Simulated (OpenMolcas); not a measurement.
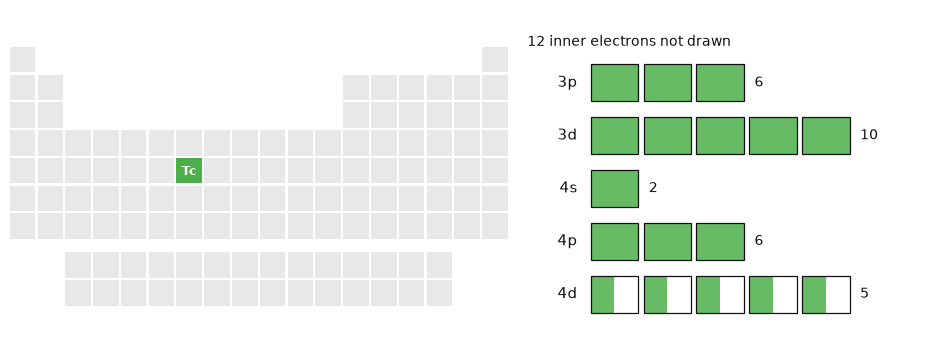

**Figure 1.** Left, the place of technetium in the periodic table; right, the outer shells of the leading configuration of the lowest level: a box for each of the 2l + 1 orbitals, shaded by the share of the shell that is filled, with the electron count at the right.

## Multiconfigurational calculation for Tc²⁺

- system: Tc²⁺.
- method: state-averaged SS-RASPT2, IPEA shift 0.25, imaginary shift 0.1 hartree, closed shells 4s correlated, active space 11 electrons in the shells 4p 4d; RAS1 4p with at most 2 holes, basis ANO-R2, X2C scalar Hamiltonian, spin-orbit coupling by RASSI with atomic mean-field integrals (OpenMolcas)

**Summary**

```tsv
quantity	value
outcome	converged
lowest level	4d⁵ ⁶S₅/₂
first excited level	4d⁵ ⁴G₅/₂, 20,744 cm⁻¹
energy of the lowest spin-free term	−4282.72565 hartree
energy of the lowest spin-orbit level	−4282.72640 hartree
CASPT2 correlation energy	−0.3418 hartree
largest spread among components of a term	198.6 cm⁻¹
lowest reference weight	0.922
hardware	1 thread of Arm Neoverse V1, 24 GiB of memory available, shared host
wall time	1.7 min
```

**Remarks**

The components of ⁴F, which symmetry makes degenerate, are split by 199 cm⁻¹ in CASPT2, and those of 8 more by over 50 cm⁻¹. This is an artefact; the levels of such states rest on averages and are uncertain by about as much. The run is of multi-state type; this report uses its single-state energies. Caveats: extra active shells serve correlation only, their own levels not computed; only configurations of the active space are included.

**Input**
```
&GATEWAY
Coord
1

Tc 0.0 0.0 0.0
Basis=ANO-R2
Group=XYZ
NoMove
AngMom=0.0 0.0 0.0
AMFI
&SEWARD
&RASSCF
FileOrb=start.orb
Symmetry=1
Spin=6
nActEl=5 0 0
Inactive=9 9
Ras2=5 0
CIRoot=1 1 1
SDav=1
CIMx=300
Iter=120 100
PrWF=0.3
OrbListing=Nothing
MaxOrb=0
Atom
>>> COPY $Project.JobIph JOBPRE
&RASSCF
FileOrb=start.orb
Symmetry=1
Spin=6
nActEl=11 2 0
Inactive=9 6
Ras1=0 3
Ras2=5 0
CIRoot=1 1 1
SDav=31
CIMx=300
Iter=120 100
PrWF=0.3
OrbListing=Nothing
MaxOrb=0
Thrs=2.0e-7 1.0e-1 5.0e-4
Atom
>>> COPY $Project.JobIph JOB001
&RASSCF
FileOrb=start.orb
Symmetry=1
Spin=4
nActEl=11 2 0
Inactive=9 6
Ras1=0 3
Ras2=5 0
CIRoot=24 24 1
SDav=234
CIMx=300
Iter=120 100
PrWF=0.3
OrbListing=Nothing
MaxOrb=0
Thrs=2.0e-7 1.0e-1 5.0e-4
Atom
>>> COPY $Project.JobIph JOB002
&RASSCF
FileOrb=start.orb
Symmetry=1
Spin=2
nActEl=11 2 0
Inactive=9 6
Ras1=0 3
Ras2=5 0
CIRoot=70 70 1
SDav=465
CIMx=300
Iter=120 100
PrWF=0.3
OrbListing=Nothing
MaxOrb=0
Thrs=2.0e-7 1.0e-1 5.0e-4
Atom
>>> COPY $Project.JobIph JOB003
&RASSI
NrOfJobIphs=3 1 24 70
1
1 2 3 4 5 6 7 8 9 10 11 12 13 14 15 16 17 18 19 20 21 22 23 24
1 2 3 4 5 6 7 8 9 10 11 12 13 14 15 16 17 18 19 20 21 22 23 24 25 26 27
28 29 30 31 32 33 34 35 36 37 38 39 40 41 42 43 44 45 46 47 48 49 50 51
52 53 54 55 56 57 58 59 60 61 62 63 64 65 66 67 68 69 70
IphNames
JOB001
JOB002
JOB003
EJob
SpinOrbit
DIPRint=1.0
SOCoupling=1000.0
Subsets=2
MEES
Property=10
'ANGMOM' 1 'ANGMOM' 2 'ANGMOM' 3 'MLTPL  1' 1 'MLTPL  1' 2 'MLTPL  1' 3
'AMFI' 1 'AMFI' 2 'AMFI' 3 'MLTPL  2' 6
SOProperty=3
'ANGMOM' 1 'ANGMOM' 2 'ANGMOM' 3
>>> COPY JOB001 $Project.JobIph
&CASPT2
Multistate=1 1
Frozen=8 6
IPEA=0.25
Imaginary=0.1
MaxIter=60
WThr=0.0 0.3 0.05
PrWF=0.5
NoMix
>>> COPY JOB002 $Project.JobIph
&CASPT2
Multistate=24 1 2 3 4 5 6 7 8 9 10 11 12 13 14 15 16 17 18 19 20 21 22
23 24
Frozen=8 6
IPEA=0.25
Imaginary=0.1
MaxIter=60
WThr=0.0 0.3 0.05
PrWF=0.5
NoMix
>>> COPY JOB003 $Project.JobIph
&CASPT2
Multistate=70 1 2 3 4 5 6 7 8 9 10 11 12 13 14 15 16 17 18 19 20 21 22
23 24 25 26 27 28 29 30 31 32 33 34 35 36 37 38 39 40 41 42 43 44 45 46
47 48 49 50 51 52 53 54 55 56 57 58 59 60 61 62 63 64 65 66 67 68 69 70
Frozen=8 6
IPEA=0.25
Imaginary=0.1
MaxIter=60
WThr=0.0 0.3 0.05
PrWF=0.5
NoMix
```

The file start.orb holds starting orbitals from an earlier step. A driver script formed the levels outside the program, from RASSI's spin-orbit matrix and the CASPT2 energies (for multi-state variants, the effective Hamiltonian), averaged over the components of each term or state. The log and the time are those of the CASPT2 step.

Run as:
```bash
OMP_NUM_THREADS=1 MOLCAS_MEM=1689 MOLCAS_PROJECT=a pymolcas a.inp > a.log  # once for each step of the input, in one work folder
```

**Log (extracts)**
```
--- CASPT2 ---
Orbital specifications:
      -----------------------

      Symmetry species                           1   2
                                                ag  au
      Frozen orbitals                            8   6
      Inactive orbitals                          1   0
      Active orbitals                            5   3
      Secondary orbitals                        22  20
      Deleted orbitals                           0   0
      Number of basis functions                 36  29
Type of calculation                        SS-CASPT2
      Fock operator                              state-specific
      IPEA shift                                 0.25
      Real shift                                 0.00
      Imaginary shift                            0.10
      The input orbitals will be transformed to quasi-canonical
Reference energy:       -4282.3838853938
      E2 (Non-variational):      -0.3416158027
      Shift correction:          -0.0001529801
      E2 (Variational):          -0.3417687828
      Total energy:           -4282.7256541767
      Residual norm:              0.0000005668
      Reference weight:           0.93895
      Contributions to the CASPT2 correlation energy
      Active & Virtual Only:         -0.2830624269
      One Inactive Excited:          -0.0539245035
      Two Inactive Excited:          -0.0046288724
::    CASPT2 Root  1     Total energy:  -4282.72565418
--- CASPT2 ---
Orbital specifications:
      -----------------------

      Symmetry species                           1   2
                                                ag  au
      Frozen orbitals                            8   6
      Inactive orbitals                          1   0
      Active orbitals                            5   3
      Secondary orbitals                        22  20
      Deleted orbitals                           0   0
      Number of basis functions                 36  29
Type of calculation                        MS-CASPT2
      Fock operator                              state-specific
      IPEA shift                                 0.25
      Real shift                                 0.00
      Imaginary shift                            0.10
      The input orbitals will be transformed to quasi-canonical
Reference energy:       -4282.2699367452
      E2 (Non-variational):      -0.3600733494
      Shift correction:          -0.0001961214
      E2 (Variational):          -0.3602694708
      Total energy:           -4282.6302062160
      Residual norm:              0.0000008460
      Reference weight:           0.93344
      Contributions to the CASPT2 correlation energy
      Active & Virtual Only:         -0.3008583839
      One Inactive Excited:          -0.0545549915
      Two Inactive Excited:          -0.0046599740
Reference energy:       -4282.2699367452
      E2 (Non-variational):      -0.3602994364
      Shift correction:          -0.0002016288
      E2 (Variational):          -0.3605010652
      Total energy:           -4282.6304378104
      Residual norm:              0.0000009911
      Reference weight:           0.93325
      Contributions to the CASPT2 correlation energy
      Active & Virtual Only:         -0.3010680628
      One Inactive Excited:          -0.0545714001
      Two Inactive Excited:          -0.0046599736
::    CASPT2 Root  1     Total energy:  -4282.63020622
::    CASPT2 Root  2     Total energy:  -4282.63043781
::    CASPT2 Root  3     Total energy:  -4282.63022034
::    CASPT2 Root  4     Total energy:  -4282.63032040
::    CASPT2 Root  5     Total energy:  -4282.63036095
::    CASPT2 Root  6     Total energy:  -4282.63015012
::    CASPT2 Root  7     Total energy:  -4282.63047805
::    CASPT2 Root  8     Total energy:  -4282.63057016
::    CASPT2 Root  9     Total energy:  -4282.63035483
::    CASPT2 Root 10     Total energy:  -4282.61573476
::    CASPT2 Root 11     Total energy:  -4282.61572460
::    CASPT2 Root 12     Total energy:  -4282.61572215
::    CASPT2 Root 13     Total energy:  -4282.61221820
::    CASPT2 Root 14     Total energy:  -4282.61226608
::    CASPT2 Root 15     Total energy:  -4282.61220247
::    CASPT2 Root 16     Total energy:  -4282.61224086
::    CASPT2 Root 17     Total energy:  -4282.61219716
::    CASPT2 Root 18     Total energy:  -4282.57048637
::    CASPT2 Root 19     Total energy:  -4282.57010497
::    CASPT2 Root 20     Total energy:  -4282.56995124
::    CASPT2 Root 21     Total energy:  -4282.56981165
::    CASPT2 Root 22     Total energy:  -4282.56966628
::    CASPT2 Root 23     Total energy:  -4282.56958163
::    CASPT2 Root 24     Total energy:  -4282.57022789
::    MS-CASPT2 Root  1     Total energy:  -4282.63111277
::    MS-CASPT2 Root  2     Total energy:  -4282.63085838
::    MS-CASPT2 Root  3     Total energy:  -4282.63055943
::    MS-CASPT2 Root  4     Total energy:  -4282.63040992
::    MS-CASPT2 Root  5     Total energy:  -4282.63032609
::    MS-CASPT2 Root  6     Total energy:  -4282.63019148
--- CASPT2 ---
Orbital specifications:
      -----------------------

      Symmetry species                           1   2
                                                ag  au
      Frozen orbitals                            8   6
      Inactive orbitals                          1   0
      Active orbitals                            5   3
      Secondary orbitals                        22  20
      Deleted orbitals                           0   0
      Number of basis functions                 36  29
Type of calculation                        MS-CASPT2
      Fock operator                              state-specific
      IPEA shift                                 0.25
      Real shift                                 0.00
      Imaginary shift                            0.10
      The input orbitals will be transformed to quasi-canonical
Reference energy:       -4282.2167148666
      E2 (Non-variational):      -0.3686092972
      Shift correction:          -0.0001802379
      E2 (Variational):          -0.3687895351
      Total energy:           -4282.5855044017
      Residual norm:              0.0000001807
      Reference weight:           0.93247
      Contributions to the CASPT2 correlation energy
      Active & Virtual Only:         -0.3098955741
      One Inactive Excited:          -0.0540371688
      Two Inactive Excited:          -0.0046765542
Reference energy:       -4282.2167148666
      E2 (Non-variational):      -0.3688386223
      Shift correction:          -0.0001815963
      E2 (Variational):          -0.3690202186
      Total energy:           -4282.5857350853
      Residual norm:              0.0000002252
      Reference weight:           0.93234
      Contributions to the CASPT2 correlation energy
      Active & Virtual Only:         -0.3100998702
      One Inactive Excited:          -0.0540621979
      Two Inactive Excited:          -0.0046765542
::    CASPT2 Root  1     Total energy:  -4282.58550440
::    CASPT2 Root  2     Total energy:  -4282.58573509
::    CASPT2 Root  3     Total energy:  -4282.58563913
::    CASPT2 Root  4     Total energy:  -4282.58585581
::    CASPT2 Root  5     Total energy:  -4282.58547302
::    CASPT2 Root  6     Total energy:  -4282.58526970
::    CASPT2 Root  7     Total energy:  -4282.58527712
::    CASPT2 Root  8     Total energy:  -4282.58558685
::    CASPT2 Root  9     Total energy:  -4282.58540518
::    CASPT2 Root 10     Total energy:  -4282.58548150
::    CASPT2 Root 11     Total energy:  -4282.58522402
::    CASPT2 Root 12     Total energy:  -4282.58530982
::    CASPT2 Root 13     Total energy:  -4282.58553951
::    CASPT2 Root 14     Total energy:  -4282.57070379
::    CASPT2 Root 15     Total energy:  -4282.57070613
::    CASPT2 Root 16     Total energy:  -4282.57075855
::    CASPT2 Root 17     Total energy:  -4282.57070720
::    CASPT2 Root 18     Total energy:  -4282.57075092
::    CASPT2 Root 19     Total energy:  -4282.56673758
::    CASPT2 Root 20     Total energy:  -4282.56674073
::    CASPT2 Root 21     Total energy:  -4282.56664345
::    CASPT2 Root 22     Total energy:  -4282.56691506
::    CASPT2 Root 23     Total energy:  -4282.56672953
::    CASPT2 Root 24     Total energy:  -4282.56652431
::    CASPT2 Root 25     Total energy:  -4282.56674950
::    CASPT2 Root 26     Total energy:  -4282.55569178
::    CASPT2 Root 27     Total energy:  -4282.55497653
::    CASPT2 Root 28     Total energy:  -4282.55525882
::    CASPT2 Root 29     Total energy:  -4282.55487016
::    CASPT2 Root 30     Total energy:  -4282.55481942
```

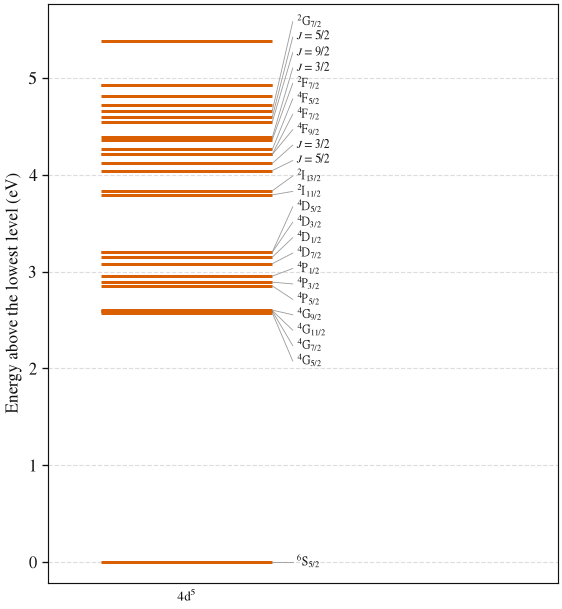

**Figure 2.** Level diagram of Tc²⁺ (technetium, Z = 43). The lowest level is 4d⁵ ⁶S₅/₂. The first excited level, 4d⁵ ⁴G₅/₂, lies at 2.57 eV. All levels drawn have even parity, so no electric dipole line joins them. The leading LS term holds 79 % of a level on average, 99 % of the ground level. The ground level has g = 2.000. Spin-orbit coupling puts the ground level 0.0202 eV below the lowest spin-free term.

```
Configuration                  Level  E (eV)  LS purity (%)
          4d⁵                  ⁶S₅/₂       0             99
          4d⁵                  ⁴G₅/₂   2.572             97
          4d⁵                  ⁴G₇/₂   2.590             98
          4d⁵                 ⁴G₁₁/₂   2.596             99
          4d⁵                  ⁴G₉/₂   2.601             99
          4d⁵                  ⁴P₅/₂   2.852             61
          4d⁵                  ⁴P₃/₂   2.890             63
          4d⁵                  ⁴P₁/₂   2.953             76
          4d⁵                  ⁴D₇/₂   3.081             98
          4d⁵                  ⁴D₁/₂   3.149             76
          4d⁵                  ⁴D₃/₂   3.200             63
          4d⁵                  ⁴D₅/₂   3.203             63
          4d⁵                 ²I₁₁/₂   3.792             95
          4d⁵                 ²I₁₃/₂   3.834            100
          4d⁵  J = 5/2 (even, mixed)   4.044             52
          4d⁵  J = 3/2 (even, mixed)   4.118             53
          4d⁵                  ⁴F₉/₂   4.211             86
          4d⁵                  ⁴F₇/₂   4.213             76
```
